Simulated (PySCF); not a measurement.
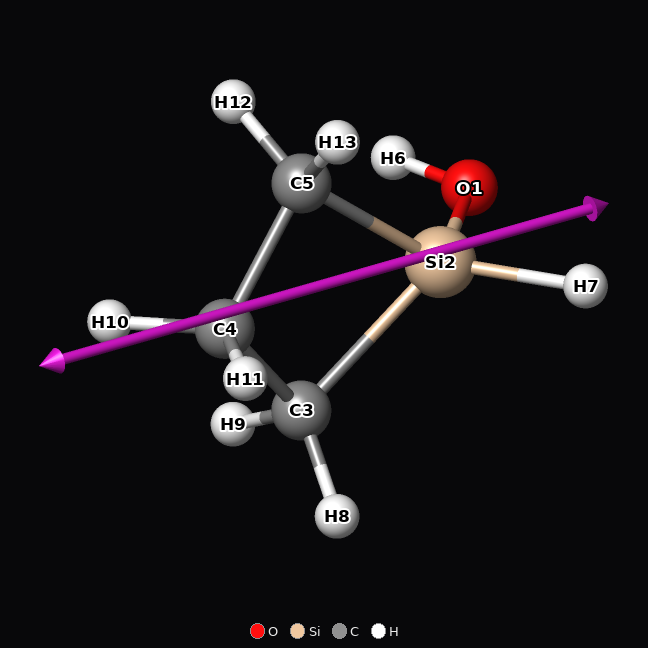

The double arrow shows the direction of the transition dipole to excited singlet state 5 (its length means nothing). The computed structure is the end point of a GFN2-xTB optimisation. No frequency run is at hand to confirm it as a minimum. Properties computed with TDDFT CAM-B3LYP/def2-SVPD, vertical, gas phase, core orbitals frozen in the response (PySCF 2.14.0).

Question: Give its energy, strength and character.

Answer: 7.73 eV (160 nm), oscillator strength 0.049, of mixed character, with the largest part HOMO−1 → LUMO+1 (weight 0.46); transition dipole 1.30 D.

The geometry is semi-empirical. Around Si such bond lengths and angles can be off by a tenth of an ångström or more and by several degrees, and values that hang on the shape move with them.
